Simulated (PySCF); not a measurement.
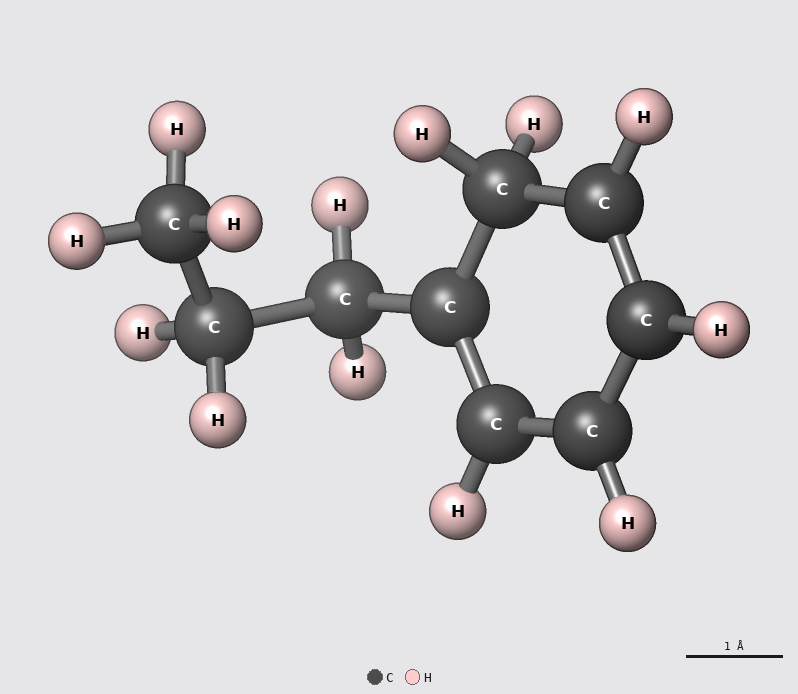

A ball-and-stick model of a molecule.

Charge +1, singlet. The computed structure is the end point of a GFN2-xTB optimisation. No frequency run is at hand to confirm it as a minimum.

**What is the molecular formula?**

C₉H₁₃⁺, 22 atoms: 9 carbon and 13 hydrogen.

**What is the point group of this geometry?**

C1.

**Count the bonded pairs by element.**

13 C–H, 9 C–C. Sticks follow a distance rule.

The parts below concern this one geometry. Atoms keep their numbers from picture to picture.

Electronic properties

No frequency run is at hand to confirm it as a minimum. Properties computed with PBE0/pcSseg-1, gas phase (PySCF 2.14.0).

What does the calculation give?

- HOMO energy (Kohn–Sham orbital): −12.44 eV
- LUMO energy (Kohn–Sham orbital): −8.01 eV
- HOMO–LUMO gap: 4.43 eV

Bond orders

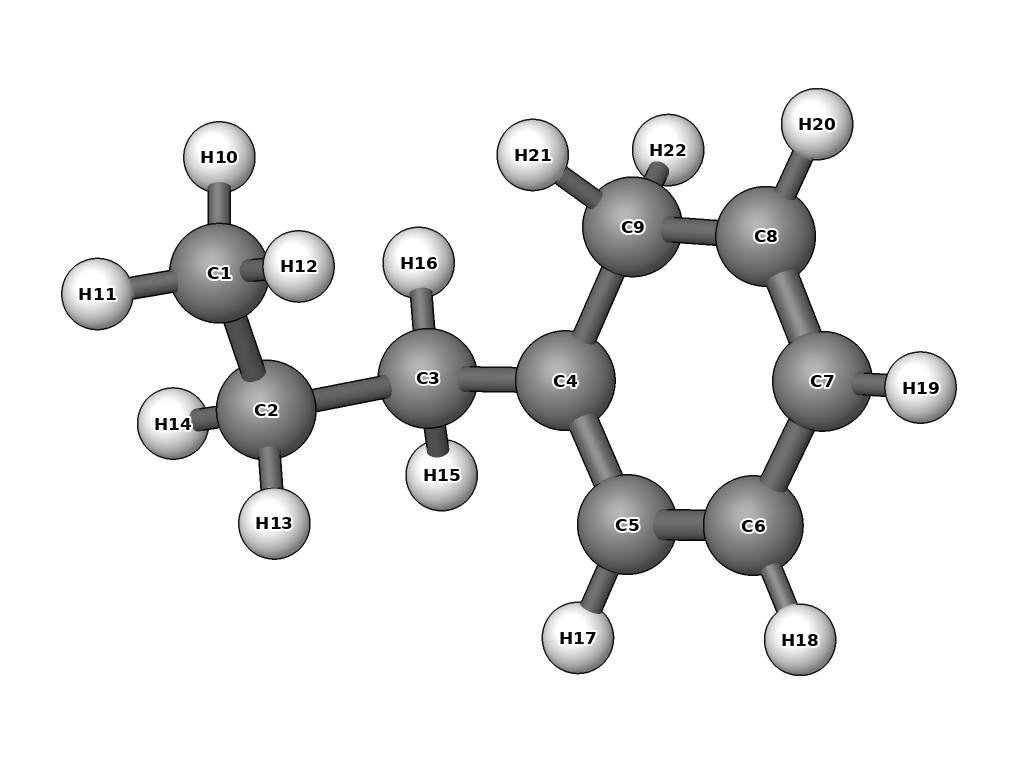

The thickness of each stick grows with its Mayer bond order. No frequency run is at hand to confirm it as a minimum. Level of theory: PBE0/pcSseg-1 (PySCF 2.14.0).

**Which bond between heavy atoms has the highest Mayer bond order?**

C7–C8, 1.61, at a length of 1.360 Å.

List the Mayer bond orders of C1–C2, C2–C3, C3–C4, C4–C5, C4–C9, C5–C6, C6–C7, C7–C8, C8–C9 (bonds between heavy atoms, one of each equivalent set).

| bond | Mayer order | length (Å) |
| --- | --- | --- |
| C1–C2 | 1.05 | 1.519 |
| C2–C3 | 0.99 | 1.555 |
| C3–C4 | 1.10 | 1.473 |
| C4–C5 | 1.42 | 1.385 |
| C4–C9 | 1.07 | 1.468 |
| C5–C6 | 1.41 | 1.385 |
| C6–C7 | 1.28 | 1.407 |
| C7–C8 | 1.61 | 1.360 |
| C8–C9 | 1.11 | 1.465 |

Ring current

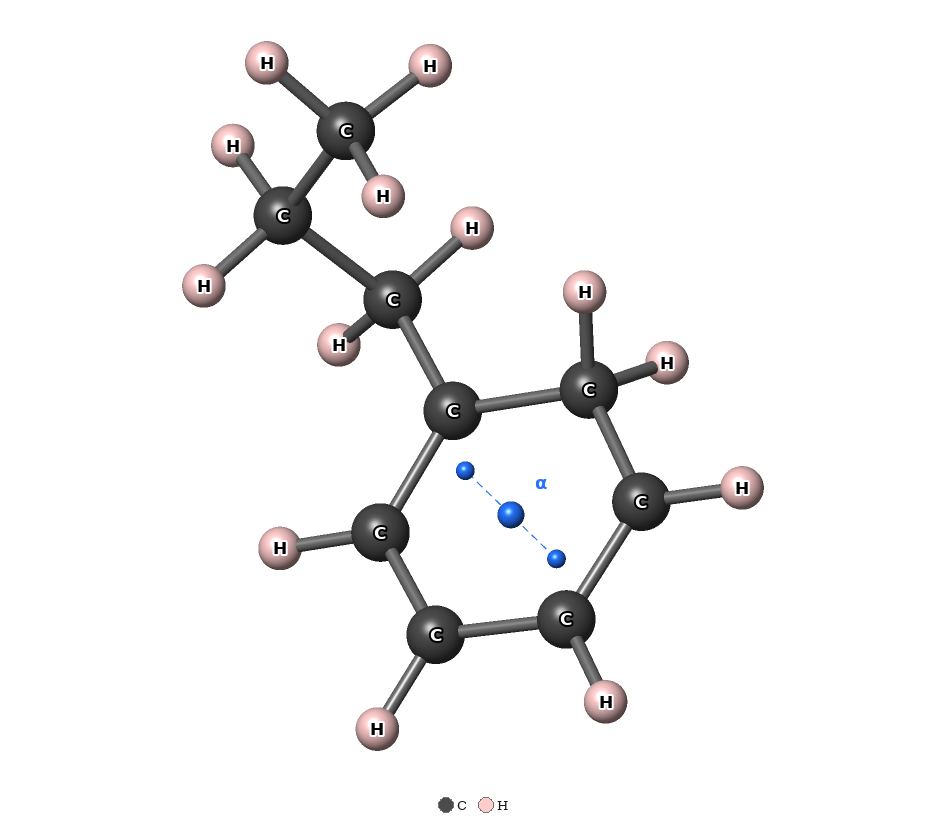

The small points mark where nucleus-independent chemical shifts (NICS) were computed: at the centre of each lettered ring and 1 Å above and below it. No frequency run is at hand to confirm it as a minimum. Method: GIAO PBE0/pcSseg-1 NMR shielding, non-relativistic, gas phase (PySCF 2.14.0).

Give NICS(0), NICS(1) and the out-of-plane component NICS(1)zz for each ring (means of the two sides).

| ring | members | NICS(0) | NICS(1) | NICS(1)zz |
| --- | --- | --- | --- | --- |
| α | C6 | 0.2 | −5.7 | −11.9 |

Values in ppm.
